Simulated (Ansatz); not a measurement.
# One shape, several levels: GeH2S (SMILES [SH][GeH])

Wanted: a comparison of 6 runs (HF/STO-3G, CAM-B3LYP/STO-3G, SVWN5/STO-3G, revPBE/STO-3G, CCSD/STO-3G, CCSD(T)/STO-3G) of GeH2S. 

The calculation is run with Ansatz 0.2.0.

51 further runs of the same task are left out: 3 that didn't finish, 48 set aside as unsound or not needed.

### 1 The structure to begin with

GeH2S: 4 atoms, total charge 0, spin state singlet. SMILES: `[SH][GeH]`. The H3–S1 distance was set to 2.684 Å, away from the relaxed value. At this shape a bond of the SMILES string is far longer than usual.

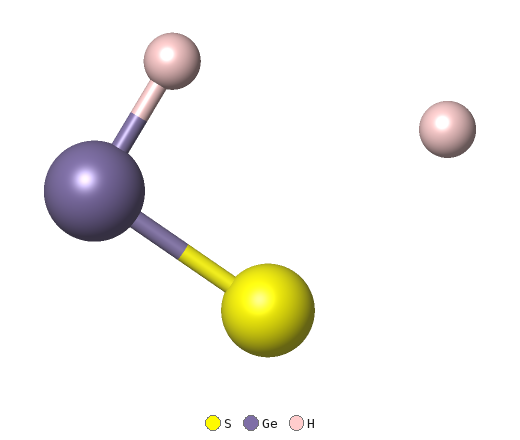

The structure, seen from a chosen angle (sulfur yellow, germanium purple, hydrogen pink).

### 2 A single-point energy at HF/STO-3G (run 1)

Input file input.yaml:

```yaml
basis:
  gaussian:
    orbitals: STO-3G
crystal:
  periodic: [false, false, false]
  atoms:
    - {symbol: S, position_ang: [-1.665826, -1.441505, -0.227811]}
    - {symbol: Ge, position_ang: [-2.064226, 0.498195, -1.243111]}
    - {symbol: H, position_ang: [0.779200, -0.962100, 0.771200]}
    - {symbol: H, position_ang: [-0.661326, 1.126195, -0.818911]}
hamiltonian:
  xc: hf
accuracy: high
```

Run with:

```bash
$ ansatz run input.yaml --threads 1 --pin off --max-ram 2610MiB --events-out events.jsonl --progress --plain --runs-dir runs
```

The log of the run:

```text
Warning: RAYON_NUM_THREADS=1 ignored (pool sized by the plan → 1); use --threads N
Functional definition: HF
  name "HF"
  exchange = exact_x
  correlation = 0
419 factors; integrals over basis functions are off by at most 1.3e-8 eV
mean field evaluation 1: about -66550.9912 eV, gradient 1.6e1 eV
mean field evaluation 2: about -66551.0151 eV, gradient 1.6e1 eV
mean field evaluation 4: about -66552.7168 eV, gradient 3.0e0 eV
mean field evaluation 8: about -66552.8558 eV, gradient 7.0e-2 eV
mean field evaluation 16: about -66539.5271 eV, gradient 9.3e0 eV
mean field evaluation 32: about -66545.8551 eV, gradient 8.1e0 eV
mean field -66552.85501110 eV, -2445.7723105127 hartree, gradient 3.2e-8 eV, S^2 0.000000; 0 other end points of the search recorded, 0 dependent functions left out
reference -66552.85501110 eV, -2445.7723105127 hartree; 25, 25 occupied and 4, 4 virtual orbitals, 419 factors
Total energy: -66552.85501110 eV, -2445.7723105127 hartree
```

Run time: 0.24 s. Hardware: 1 thread of Arm Neoverse V1, shared host.

### 3 The energy at CAM-B3LYP/STO-3G (run 2)

Input file run.yaml:

```yaml
crystal:
  periodic: [false, false, false]
  atoms:
    - symbol: S
      position_ang: [-1.665826, -1.441505, -0.227811]
    - symbol: Ge
      position_ang: [-2.064226, 0.498195, -1.243111]
    - symbol: H
      position_ang: [0.779200, -0.962100, 0.771200]
    - symbol: H
      position_ang: [-0.661326, 1.126195, -0.818911]
basis:
  gaussian:
    orbitals: STO-3G
hamiltonian:
  xc: {name: CAM-B3LYP}
accuracy: high
```

Run with:

```bash
$ ansatz run run.yaml --threads 1 --pin off --max-ram 2610MiB --events-out events.jsonl --progress --plain --runs-dir runs
```

The log of the run:

```text
Warning: RAYON_NUM_THREADS=1 ignored (pool sized by the plan → 1); use --threads N
Functional definition: CAM-B3LYP
  name "CAM-B3LYP"
  parameter alpha = 0.19
  parameter beta = 0.46
  parameter omega = 0.33/bohr
  parameter ac = 0.81
  exchange = (1 - alpha - beta)*b88_x + beta*b88_x_sr(omega) + alpha*exact_x + beta*exact_x_lr(omega)
  correlation = (1 - ac)*vwn5_c + ac*lyp_c
419 factors; integrals over basis functions are off by at most 1.3e-8 eV
142 factors; integrals over basis functions are off by at most 1.2e-9 eV
mean field evaluation 1: about -66545.1659 eV, gradient 1.1e2 eV
mean field evaluation 2: about -66476.7611 eV, gradient 1.1e2 eV
mean field evaluation 4: about -66599.0613 eV, gradient 2.1e1 eV
mean field evaluation 8: about -66606.7367 eV, gradient 1.2e1 eV
mean field evaluation 16: about -66607.5538 eV, gradient 2.7e-2 eV
mean field -66607.55383060 eV, -2447.7824550529 hartree, gradient 4.7e-8 eV, S^2 0.000000; 0 other end points of the search recorded, 0 dependent functions left out
reference -66607.55384455 eV, -2447.7824555656 hartree; 25, 25 occupied and 4, 4 virtual orbitals, 419 factors
Total energy: -66607.55384455 eV, -2447.7824555656 hartree
```

Wall time 1.8 s (1 thread of Arm Neoverse V1, shared host); peak memory 0.1 GiB.

Runs 3 to 5 aren't shown in full; the table further down has their settings and results.

### 4 The energy at CCSD(T)/STO-3G (run 6)

Input file input.yaml:

```yaml
crystal:
  periodic: [false, false, false]
  atoms:
    - symbol: S
      position_ang: [-1.665826, -1.441505, -0.227811]
    - symbol: Ge
      position_ang: [-2.064226, 0.498195, -1.243111]
    - symbol: H
      position_ang: [0.779200, -0.962100, 0.771200]
    - symbol: H
      position_ang: [-0.661326, 1.126195, -0.818911]
basis:
  gaussian:
    orbitals: STO-3G
correlation:
  method: ccsd_t
  frozen_orbitals: {Ge: 9, H: 0, S: 5}
accuracy: high
scf:
  omitted_lower_state_checks: [cluster_reference, increment]
```

Run with:

```bash
$ ansatz run input.yaml --threads 1 --pin off --max-ram 2610MiB --events-out events.jsonl --progress --plain --runs-dir runs
```

The log of the run, cut to the lines that bear on the results:

```text
Warning: RAYON_NUM_THREADS=1 ignored (pool sized by the plan → 1); use --threads N
Functional definition: HF
  name "HF"
[...]
419 factors; integrals over basis functions are off by at most 1.3e-8 eV
[...]
mean field -66552.85501110 eV, -2445.7723105127 hartree, gradient 3.2e-8 eV, S^2 0.000000; 4 other end points of the search recorded, 0 dependent functions left out; unrestricted orbitals would lower it
14 core orbitals not correlated: weight in the atoms' cores, before any rotation towards them, 1.000 or more for the frozen orbitals, at most 0.000 for the correlated occupied ones
reference -66552.85501110 eV, -2445.7723105127 hartree; 11, 11 occupied and 4, 4 virtual orbitals, 419 factors
second order -3.99184741 eV of doubles, -0.00000000 eV of singles
cycle   1  -3.63416894 eV  change    -1.3e0 eV  update   1.7e-1
[...]
cycle  38  -6.06052716 eV  change   6.8e-10 eV  update  4.4e-10
perturbative correction -0.21149600 eV, -0.0077723345 hartree
WARN: these amplitudes may be one of several solutions (largest doubles amplitude 0.61, level shift 7.59 eV)
Total energy: -66559.12703426 eV, -2446.0028031124 hartree
Checks for a lower state left out: cluster_reference, increment
```

Run time: 0.58 s. Hardware: 1 thread of Arm Neoverse V1, shared host.

### 5 Overview of the runs

| run | level | frozen core orbitals | energy (Eh) | wall time |
| --- | --- | --- | --- | --- |
| 1 | HF/STO-3G | – | -2445.772311 | 0.24 s |
| 2 | CAM-B3LYP/STO-3G | – | -2447.782456 | 1.8 s |
| 3 | SVWN5/STO-3G | – | -2443.018432 | 2.1 s |
| 4 | revPBE/STO-3G | – | -2447.560539 | 4.2 s |
| 5 | CCSD/STO-3G | 14 | -2445.995031 | 0.58 s |
| 6 | CCSD(T)/STO-3G | 14 | -2446.002803 | 0.58 s |

### 6 Results

| quantity | value |
| --- | --- |
| run 6: total energy | -2446.00280 Eh |
| run 6: correlation energy (14 core orbitals frozen) | -230.5 mEh |
| run 6: (T) correction | -7.77 mEh |
| run 6: T1 diagnostic | 0.032 |

**Reading.** Below the HF energy at the same shape and in the same basis (STO-3G): CCSD -222.7 mEh; CCSD(T) -230.5 mEh. Totals of different functionals can't be ranked against each other. In runs 5, 6 the T1 diagnostic is large, so a single reference may not serve. In runs 5, 6 the log says that unrestricted orbitals would lower the reference, so the values rest on an unstable closed-shell determinant (other closed-shell runs at this shape may share the fault). In runs 1, 2, 3, 4, 5, 6 the basis is minimal, so the values are rough. In runs 1, 2, 3, 4, 5, 6 a closed-shell determinant meets a far-stretched bond, which it describes badly. All runs together took 9.5 s, the longest 4.2 s.
